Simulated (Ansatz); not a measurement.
## Electronic structure of CF2O in real space

| atom | x (Å) | y (Å) | z (Å) |
| --- | --- | --- | --- |
| O | -1.2427 | -0.1574 | 0.1539 |
| C | -0.0918 | -0.0116 | 0.0114 |
| F | 0.8455 | -0.8266 | 0.4246 |
| F | 0.4890 | 0.9956 | -0.5899 |

Geometry: PBE0-D4/def2-TZVP.

Computed with RKS PBE0-D4/def2-TZVPP (Ansatz).

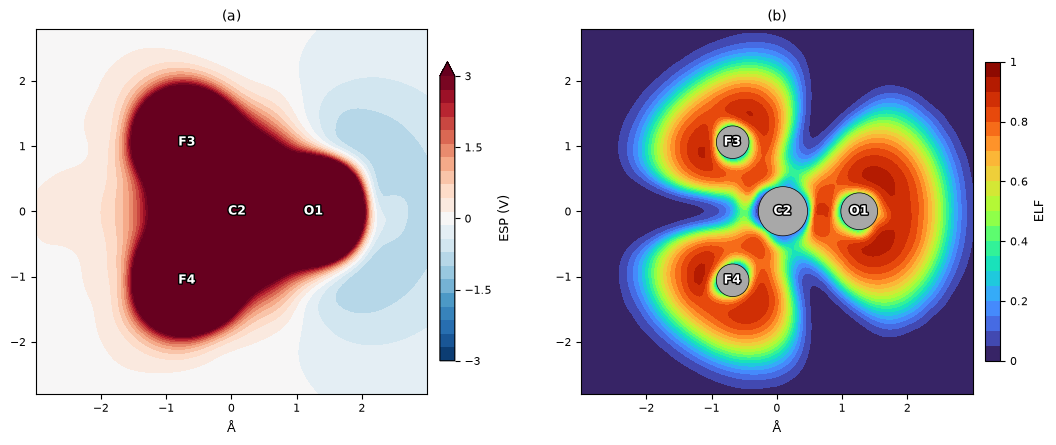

Figure 1. (a) electrostatic potential; (b) electron localisation function on the molecular plane. Grey discs cover the atomic cores in the ELF map.

Interpret the plot.

Atoms in the plane: O, C and F.
C–O (1.17 Å): the ELF peaks at about 0.85 between the atoms: a multiple bond.
C–F (1.31 Å): the ELF peaks at about 0.85 between the atoms, as expected for a shared but strongly polarised pair.
The ELF also peaks beside F4, O1 and F3, away from the bonds: lone-pair regions.
Outside the dense part of the molecule the potential is most negative (−1.0 V) near O1.

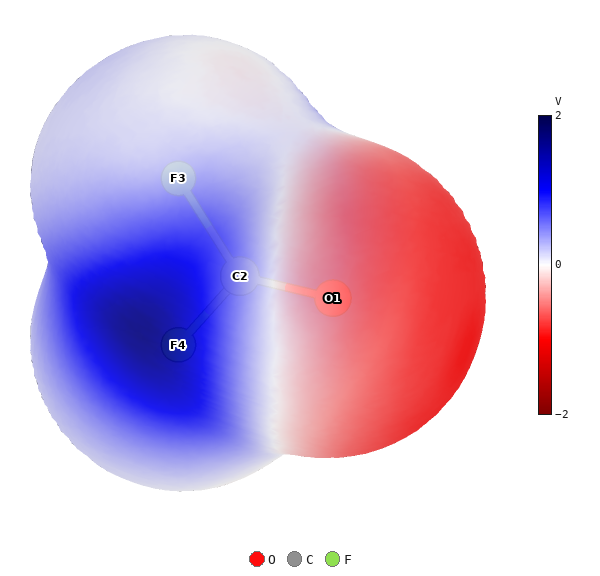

Figure 2. The electrostatic potential painted on the density surface at 0.001 e/bohr³, seen at a tilt; the colour scale runs from red (negative) to blue (positive).

Where is the surface potential most negative and most positive?

The most negative region (about −0.9 V) lies over O1, the most positive (about +1.7 V) over the π face of C2.

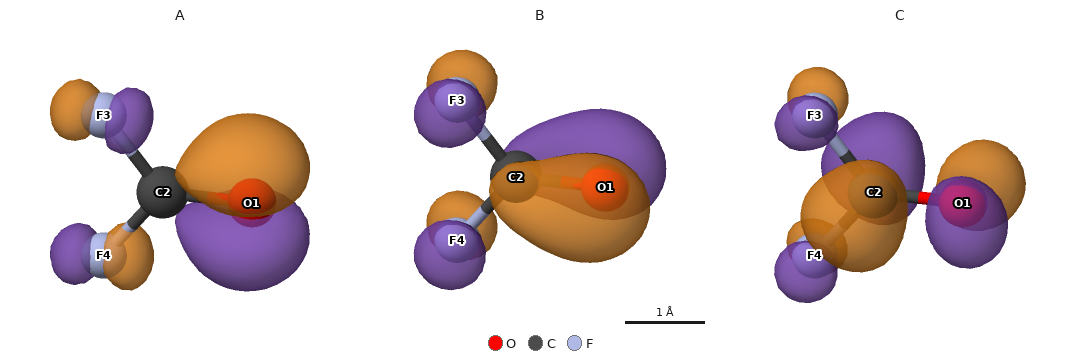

Figure 3. Three frontier orbitals at ±0.2 Å⁻³ᐟ² (orange and purple are the two phases), in no order.

Order the three orbitals by energy and name them.

B is the HOMO−1 (−11.56 eV). By Hirshfeld shares it lies mainly on O1 (about 55 %), C2 (about 15 %), F3 (about 15 %) and F4 (about 15 %); it changes sign across the molecular plane (π type); π-antibonding (a node) across C2–F3 and C2–F4. A is the HOMO (−10.36 eV). It lies mainly on O1 (about 70 %), C2 (about 10 %), F3 (about 10 %) and F4 (about 10 %); it is symmetric in the molecular plane (an in-plane orbital: σ, lone-pair or in-plane π type); largely a lone pair of O1. C is the LUMO (−0.38 eV). By Hirshfeld shares it lies mainly on C2 (about 50 %), O1 (about 30 %), F3 (about 10 %) and F4 (about 10 %); it changes sign across the molecular plane (π type); π-antibonding (a node) across O1–C2.

What is the HOMO–LUMO gap?

9.98 eV between the orbital energies.

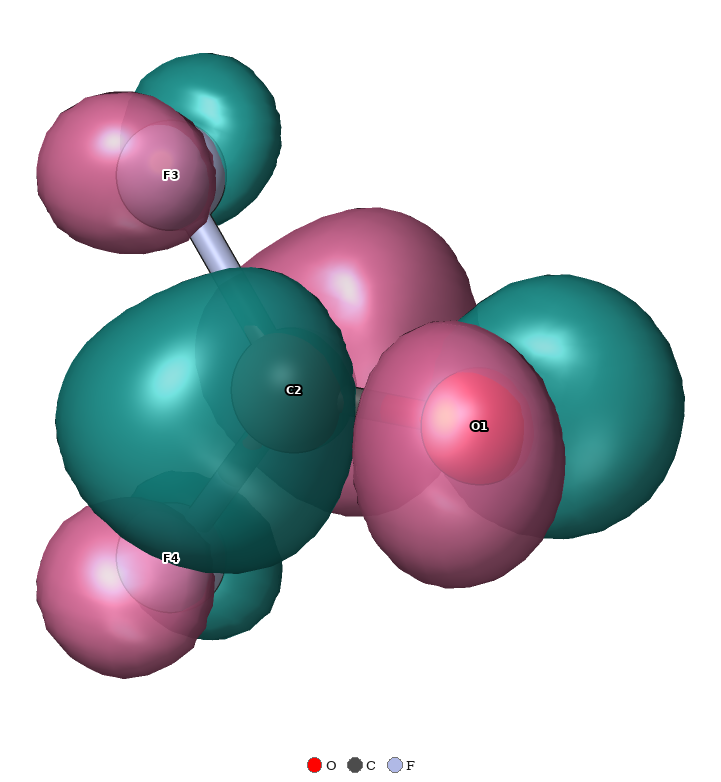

Figure 4. One frontier orbital at ±0.15 Å⁻³ᐟ² (teal and pink are the two phases), seen at a tilt.

Which orbital is it: HOMO or LUMO?

The LUMO, at −0.38 eV. By Hirshfeld shares it lies mainly on C2 (about 50 %), O1 (about 30 %), F3 (about 10 %) and F4 (about 10 %); it changes sign across the molecular plane (π type); π-antibonding (a node) across O1–C2.
